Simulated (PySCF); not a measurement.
# C5H9FO4: NMR shifts in solvents

Aim: compute the NMR shifts of C5H9FO4 (`COCCOC(=O)OCF`), and see what a dielectric continuum does where one was used.

Computed with PySCF 2.14.0, with density-fitted response routines of our own, on a single molecule, in the gas phase or a continuum. Atoms count from 0, in the outputs and in this text.

## (1) The starting structure

19 atoms, charge 0, multiplicity 1; geometry from: GFN2-xTB. The atoms were then displaced at random by about 0.01 Å, so the start is not that level's minimum.

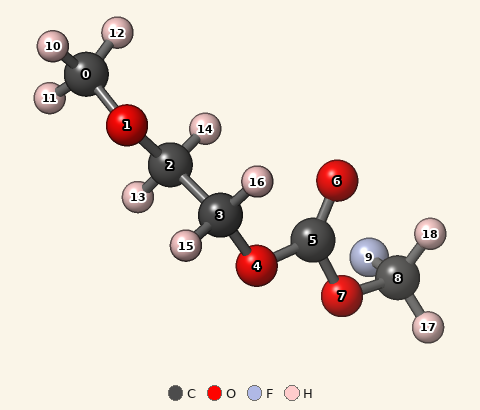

As it starts; carbon dark grey, oxygen red, fluorine light blue, hydrogen pink, atoms numbered; sticks join atoms by distance.

## (2) Relaxing the molecule at PBE0-D3(BJ)/def2-SVP

What the job is given:

```
{"job": {"xc": "PBE0", "basis": "def2-SVP", "d3": "d3bj", "grid": 1, "shake": 0.01, "kind": "geom"}, "charge": 0, "multiplicity": 1}
C     -3.385860     1.100350     0.079320
O     -2.693630    -0.088330     0.057200
C     -1.351360     0.089390    -0.273600
C     -0.605880    -1.262470    -0.127100
O      0.684230    -1.240740    -0.658840
C      1.595730    -0.631580     0.095870
O      1.454470    -0.155810     1.178990
O      2.798240    -0.687780    -0.567680
C      3.844910     0.003780     0.022890
F      3.826220     1.292070    -0.405400
H     -4.443080     0.866580     0.329660
H     -3.369420     1.621500    -0.896350
H     -3.036740     1.823660     0.821400
H     -1.239690     0.456190    -1.293230
H     -0.865570     0.811360     0.410530
H     -1.170990    -1.999940    -0.703370
H     -0.618730    -1.547280     0.927670
H      4.761260    -0.449880    -0.362240
H      3.785160     0.006000     1.102890
```

Started as:

```console
> OMP_NUM_THREADS=1 python probes_run.py task.json out
```

The driver reads the jobs from task.json and runs them one after another.

The log of the run:

```text
step   0  E = -595.60165711  max force = 0.034140
step   1  E = -595.60592798  max force = 0.009605
step   2  E = -595.60623231  max force = 0.002640
step   3  E = -595.60618118  max force = 0.003442
step   4  E = -595.60628015  max force = 0.001559
step   5  E = -595.60627641  max force = 0.002543
step   6  E = -595.60629432  max force = 0.001031
step   7  E = -595.60630443  max force = 0.000237
optimisation converged
```

Run time: 2.5 min. Hardware: 1 thread of Arm Neoverse V1, shared host; peak memory 0.77 GiB.

Relaxation path: (the energy doesn't fall at every step)

| step | energy from step 0 (eV) | largest force component (eV/Å) |
| --- | --- | --- |
| 0 | 0.0000 | 1.7556 |
| 1 | -0.1162 | 0.4939 |
| 2 | -0.1245 | 0.1358 |
| 3 | -0.1231 | 0.1770 |
| 4 | -0.1258 | 0.0802 |
| 5 | -0.1257 | 0.1308 |
| 6 | -0.1262 | 0.0530 |
| 7 | -0.1265 | 0.0122 |

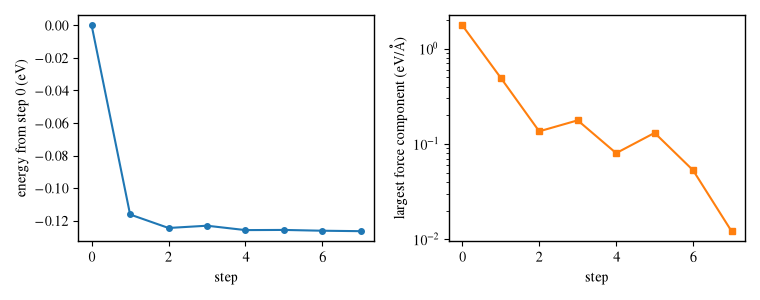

Energy and force, step by step.

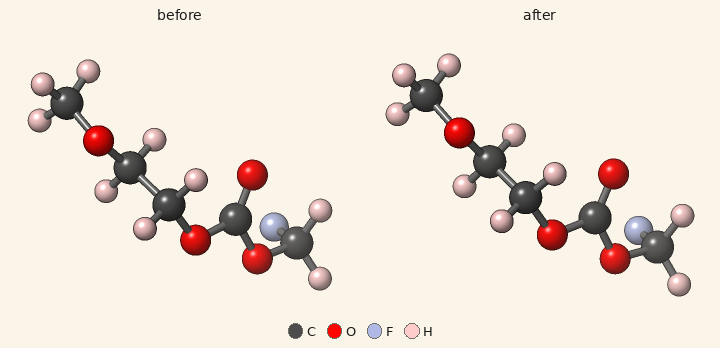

Before and after, at one scale.

Distances of close pairs at the start and the end, largest changes first:

```
  bond  before (Å)  after (Å)  change (Å)
 C2–C3       1.551      1.515      -0.036
 C5–O7       1.375      1.344      -0.030
 C3–O4       1.396      1.423      +0.027
C2–H13       1.089      1.110      +0.021
C8–H18       1.082      1.100      +0.019
 C0–O1       1.376      1.394      +0.018
C0–H12       1.094      1.108      +0.014
C0–H10       1.111      1.099      -0.013
```

The next job starts from the end point, and lists it.

```
                         at the end point                value
  point group (found at 0.08 Å tolerance)                   C1
rotational constants (GHz, main isotopes)  3.331, 0.504, 0.473
                        dipole moment (D)                 0.54
```

## (3) Nuclear shieldings: PBE0/pcSseg-1 in benzene

What the job is given:

```
{"job": {"kind": "nmr", "xc": "PBE0", "basis": "pcSseg-1", "solvent": "benzene", "pop": true}, "charge": 0, "multiplicity": 1}
C     -3.387274     1.237291     0.130047
O     -2.667436     0.043839     0.133019
C     -1.336308     0.193809    -0.248657
C     -0.681315    -1.165026    -0.106421
O      0.623088    -1.173953    -0.674037
C      1.595916    -0.683385     0.074176
O      1.491186    -0.222060     1.175914
O      2.744240    -0.811613    -0.613190
C      3.871212    -0.218252    -0.048079
F      3.936255     1.081830    -0.416434
H     -4.418303     1.010382     0.434619
H     -3.412109     1.703930    -0.874684
H     -2.964794     1.977031     0.838263
H     -1.247131     0.536033    -1.300897
H     -0.812005     0.932683     0.389114
H     -1.257301    -1.911570    -0.668086
H     -0.636509    -1.459204     0.952084
H      4.735542    -0.756663    -0.462105
H      3.825410    -0.276102     1.049738
```

Level: GIAO PBE0/pcSseg-1 NMR shielding, non-relativistic, IEF-PCM benzene.

The log of the run:

```text
coarse grid: 16440 points
cycle   1  E = -595.6529025329  dE =  1.732e+00  |g| = 1.148e+00  |ddm| = 3.709e+00
cycle   2  E = -595.3299642300  dE =  3.229e-01  |g| = 1.787e+00  |ddm| = 1.597e+00
cycle   3  E = -595.8678121400  dE = -5.378e-01  |g| = 2.624e-01  |ddm| = 1.074e+00
cycle   4  E = -595.8788011485  dE = -1.099e-02  |g| = 9.254e-02  |ddm| = 1.949e-01
cycle   5  E = -595.8802053086  dE = -1.404e-03  |g| = 1.205e-02  |ddm| = 4.774e-02
cycle   6  E = -595.8802281179  dE = -2.281e-05  |g| = 5.659e-03  |ddm| = 9.922e-03
cycle   7  E = -595.8802335050  dE = -5.387e-06  |g| = 1.132e-03  |ddm| = 3.204e-03
final grid: 160824 points
cycle   8  E = -595.9881352655  dE = -3.651e-05  |g| = 1.640e-02  |ddm| = 2.382e-02
cycle   9  E = -595.9880936492  dE =  4.162e-05  |g| = 2.278e-02  |ddm| = 1.961e-02
cycle  10  E = -595.9881812258  dE = -8.758e-05  |g| = 1.333e-03  |ddm| = 1.169e-02
cycle  11  E = -595.9881815625  dE = -3.368e-07  |g| = 3.433e-04  |ddm| = 1.040e-03
cycle  12  E = -595.9881815765  dE = -1.392e-08  |g| = 2.017e-04  |ddm| = 2.947e-04
cycle  13  E = -595.9881815840  dE = -7.499e-09  |g| = 2.777e-05  |ddm| = 1.307e-04
cycle  14  E = -595.9881815841  dE = -1.025e-10  |g| = 1.242e-05  |ddm| = 2.261e-05
converged SCF energy = -595.9881815841

GIAO shielding tensors (ppm)
atom      isotropic    diamagn.    paramagn.     s11        s22        s33       span
  0 C      125.013     242.318    -117.305     94.196     97.639    183.205     89.009
  1 O      326.361     395.616     -69.254    303.479    318.461    357.144     53.664
  2 C      115.493     251.919    -136.426     82.622     95.023    168.834     86.212
  3 C      118.166     248.173    -130.007     84.944    106.461    163.093     78.149
  4 O      172.165     400.788    -228.623     41.971    227.753    246.772    204.801
  5 C       23.269     251.639    -228.370    -66.594     49.630     86.770    153.364
  6 O       40.114     404.040    -363.925   -120.706    -85.010    326.059    446.764
  7 O      135.928     399.277    -263.349     17.177    168.228    222.379    205.202
  8 C       86.833     233.946    -147.112     61.893     80.835    117.772     55.879
  9 F      349.308     472.948    -123.640    238.827    355.022    454.076    215.250
 10 H       27.497      26.186       1.310     23.568     24.887     34.034     10.466
 11 H       28.028      27.749       0.279     24.472     25.457     34.155      9.682
 12 H       27.995      28.564      -0.569     24.323     25.734     33.928      9.605
 13 H       28.084      33.551      -5.467     24.379     28.465     31.409      7.030
 14 H       27.621      34.958      -7.337     23.524     27.285     32.052      8.528
 15 H       27.358      30.174      -2.816     22.660     27.984     31.431      8.771
 16 H       26.841      31.948      -5.108     23.442     27.313     29.767      6.325
 17 H       25.882      24.016       1.867     21.216     25.717     30.715      9.499
 18 H       25.064      26.108      -1.044     21.697     25.702     27.793      6.096
```

Run time: 44 s. Hardware: 1 thread of Arm Neoverse V1, shared host; peak memory 1.1 GiB.

The references, computed at this level on geometries of the same kind, shield at (ppm): 1H TMS 31.25, 13C TMS 184.9, 19F CFCl3 178.7, 17O H2O 338.8. Their shielding less the atom's gives the shift. The references are single molecules in the same continuum, so shifts against H2O, NH3, PH3, H3PO4 or CFCl3 are not on the usual liquid scales and can be off by tens of ppm. Atoms listed in one row are averaged.

```csv
atoms,environment,σ (ppm),δ (ppm)
C5,carbonate carbon,23.3,161.6
C8,sp3 CH2 bonded to F and O,86.8,98.0
C2,sp3 CH2 bonded to O,115.5,69.4
C3,sp3 CH2 bonded to O,118.2,66.7
C0,methyl carbon bonded to O,125.0,59.9
"H17, H18",hydrogen on an sp3 CH2 bonded to F and O,25.47,5.78
"H15, H16",hydrogen on an sp3 CH2 bonded to O,27.10,4.16
"H10, H11, H12",hydrogen on a methyl carbon bonded to O,27.84,3.42
"H13, H14",hydrogen on an sp3 CH2 bonded to O,27.85,3.40
O6,carbonate carbonyl oxygen,40.1,298.7
O7,carbonate alkoxy oxygen,135.9,202.9
O4,carbonate alkoxy oxygen,172.2,166.6
O1,ether oxygen,326.4,12.4
F9,fluorine on an sp3 carbon,349.3,-170.6
```

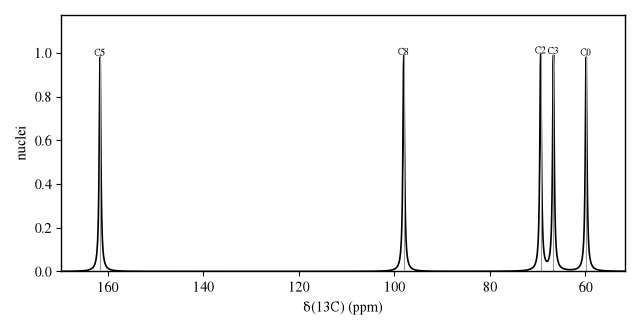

13C lines at the computed shifts, without couplings. Lines are broadened to a width of 0.41 ppm (Lorentzian).

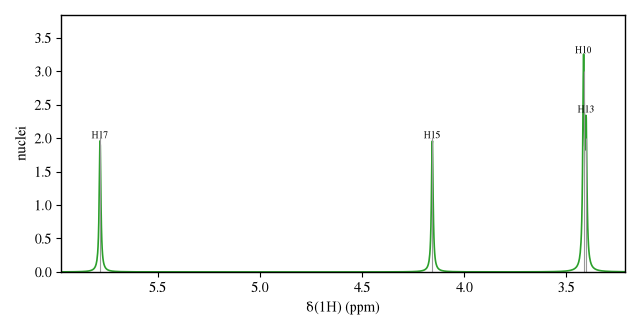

1H lines at the computed shifts, without couplings. Lines are broadened to a width of 0.01 ppm (Lorentzian).

The run also stored atomic charges by several schemes (e):

```csv
atoms,Mulliken,IAO,Hirshfeld,ESP fit
C0,-0.05,-0.20,-0.04,-0.08
O1,-0.53,-0.39,-0.14,-0.42
C2,0.04,-0.05,0.00,0.24
C3,0.04,-0.06,0.01,0.06
O4,-0.45,-0.33,-0.10,-0.45
C5,0.73,0.67,0.27,0.92
O6,-0.46,-0.51,-0.27,-0.55
O7,-0.45,-0.34,-0.12,-0.42
C8,0.36,0.22,0.10,0.26
F9,-0.32,-0.31,-0.12,-0.23
```

Mulliken charges:

C0 -0.05; O1 -0.53; C2 0.04; C3 0.04; O4 -0.45; C5 0.73; O6 -0.46; O7 -0.45; C8 0.36; F9 -0.32; H10 0.13; H11 0.10; H12 0.10; H13 0.11; H14 0.12; H15 0.15; H16 0.14; H17 0.13; H18 0.12

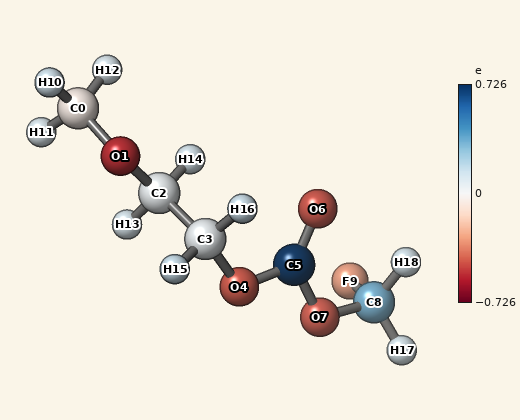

Mulliken charges, as colours on the atoms.

Mayer bond orders: C0–O1 0.93, O1–C2 0.93, C2–C3 1.04, C3–O4 0.83, O4–C5 1.13, C5–O6 1.90, C5–O7 1.06, O7–C8 0.94, C8–F9 0.94.

## (4) NMR shieldings: PBE0/pcSseg-1 in dimethylsulfoxide

The job, as its differences from that of step 3:

```diff
@@ -1,2 +1,2 @@
-{"job": {"kind": "nmr", "xc": "PBE0", "basis": "pcSseg-1", "solvent": "benzene", "pop": true}, "charge": 0, "multiplicity": 1}
+{"job": {"kind": "nmr", "xc": "PBE0", "basis": "pcSseg-1", "solvent": "dimethylsulfoxide", "pop": false}, "charge": 0, "multiplicity": 1}
 C     -3.387274     1.237291     0.130047
```

With the program's defaults for keys left out, this is: GIAO PBE0/pcSseg-1 NMR shielding, non-relativistic, IEF-PCM dimethylsulfoxide.

The log of the run:

```text
coarse grid: 16440 points
cycle   1  E = -595.6650719142  dE =  1.720e+00  |g| = 1.137e+00  |ddm| = 3.709e+00
cycle   2  E = -595.3747580378  dE =  2.903e-01  |g| = 1.730e+00  |ddm| = 1.518e+00
cycle   3  E = -595.8775969110  dE = -5.028e-01  |g| = 2.276e-01  |ddm| = 1.002e+00
cycle   4  E = -595.8855064501  dE = -7.910e-03  |g| = 8.795e-02  |ddm| = 1.670e-01
cycle   5  E = -595.8867733496  dE = -1.267e-03  |g| = 1.075e-02  |ddm| = 4.544e-02
cycle   6  E = -595.8867916245  dE = -1.827e-05  |g| = 5.008e-03  |ddm| = 8.740e-03
cycle   7  E = -595.8867959542  dE = -4.330e-06  |g| = 1.006e-03  |ddm| = 2.780e-03
final grid: 160824 points
cycle   8  E = -595.9946741255  dE = -3.691e-05  |g| = 1.637e-02  |ddm| = 2.379e-02
cycle   9  E = -595.9946341829  dE =  3.994e-05  |g| = 2.256e-02  |ddm| = 1.934e-02
cycle  10  E = -595.9947199948  dE = -8.581e-05  |g| = 1.223e-03  |ddm| = 1.141e-02
cycle  11  E = -595.9947202865  dE = -2.916e-07  |g| = 2.880e-04  |ddm| = 9.471e-04
cycle  12  E = -595.9947202952  dE = -8.761e-09  |g| = 1.871e-04  |ddm| = 2.464e-04
cycle  13  E = -595.9947203015  dE = -6.275e-09  |g| = 2.485e-05  |ddm| = 1.151e-04
cycle  14  E = -595.9947203016  dE = -8.572e-11  |g| = 1.122e-05  |ddm| = 2.032e-05
converged SCF energy = -595.9947203016

GIAO shielding tensors (ppm)
atom      isotropic    diamagn.    paramagn.     s11        s22        s33       span
  0 C      125.140     242.368    -117.228     94.094     97.557    183.768     89.673
  1 O      328.847     396.185     -67.338    304.882    321.744    359.916     55.033
  2 C      115.720     252.029    -136.309     82.953     95.123    169.083     86.130
  3 C      118.108     248.483    -130.375     84.635    106.366    163.321     78.686
  4 O      171.833     401.143    -229.310     40.378    228.629    246.493    206.115
  5 C       22.750     251.494    -228.744    -65.547     49.587     84.210    149.757
  6 O       46.786     404.576    -357.790   -111.885    -75.210    327.452    439.337
  7 O      135.989     399.665    -263.676     15.767    169.144    223.056    207.289
  8 C       86.377     233.982    -147.604     62.178     79.842    117.112     54.934
  9 F      353.104     473.217    -120.113    243.091    357.954    458.268    215.177
 10 H       27.467      26.125       1.342     23.522     24.833     34.047     10.525
 11 H       27.911      27.622       0.289     24.347     25.313     34.074      9.727
 12 H       27.914      28.470      -0.556     24.227     25.630     33.884      9.657
 13 H       27.969      33.508      -5.539     24.213     28.368     31.325      7.113
 14 H       27.621      35.035      -7.414     23.489     27.301     32.072      8.583
 15 H       27.262      30.089      -2.827     22.551     27.871     31.365      8.814
 16 H       26.826      32.009      -5.184     23.419     27.295     29.765      6.346
 17 H       25.689      23.738       1.950     21.026     25.462     30.578      9.551
 18 H       24.999      25.884      -0.885     21.615     25.651     27.731      6.116
```

Wall time 41 s (1 thread of Arm Neoverse V1, shared host); peak memory 1.1 GiB.

Key values: δ C5 162.7, C8 99.1, C2 69.8, C3 67.4, H17 5.90, H15 4.19 ppm (means over like atoms).

## (5) Side by side: NMR shifts

Shifts (ppm) of some atoms, chosen among heavy atoms and hydrogens apart, means over like atoms, with basis size and wall time:

```csv
run,H17,H10,O6,O7,O4,O1,F9,functions,time
PBE0/pcSseg-1 in benzene,5.78,3.42,298.7,202.9,166.6,12.4,-170.6,215,44 s
PBE0/pcSseg-1 in dimethylsulfoxide,5.90,3.47,296.3,207.1,171.2,14.2,-172.5,215,41 s
```

The continuum's effect on the ground state:

```csv
solvent,ε,polarisation energy (Eh),μ (D)
benzene,2.27,-0.0058,0.57
dimethylsulfoxide,46.83,-0.0133,0.58
```

## (6) Outcome

```
                                                                       quantity                              value
                                                                    point group                                 C1
                                           rotational constants (main isotopes)               3.33, 0.50, 0.47 GHz
                                13C shifts against TMS (PBE0/pcSseg-1, benzene)  161.6, 98.0, 69.4, 66.7, 59.9 ppm
1H shifts against TMS (PBE0/pcSseg-1, benzene, means over atoms taken as alike)         5.78, 4.16, 3.42, 3.40 ppm
                                17O shifts against H2O (PBE0/pcSseg-1, benzene)      298.7, 202.9, 166.6, 12.4 ppm
                              19F shifts against CFCl3 (PBE0/pcSseg-1, benzene)                         -170.6 ppm
                                                       range of the shift of O4                 166.6 to 171.2 ppm
```

In words: Relaxing lowered the energy by 0.126 eV in 7 steps; the close pair that moved most is C2–C3, from 1.551 to 1.515 Å. No frequency check was run at this level, so the end point may be a saddle. The most deshielded carbon is C5 (carbonate carbon), at 161.6 ppm: it is a carbonyl in resonance with an O or N lone pair, the region of acids, esters and amides. H17, H18 (mean) (hydrogen on an sp3 CH2 bonded to F and O) lies farthest downfield among hydrogen, at 5.78 ppm; its carbon carries F and O, an electronegative neighbour. At PBE0/pcSseg-1: The largest span, 447 ppm, is at O6, where the paramagnetic term is -364 ppm. Across the 2 runs the shift of O4 moves most, between 166.6 (PBE0/pcSseg-1 in benzene) and 171.2 ppm (PBE0/pcSseg-1 in dimethylsulfoxide). Most of that comes from the computed reference, not from the atom's own shielding. The continuum holds electrostatics alone: no hydrogen bonds to the solvent, and the gas-phase geometry is kept.
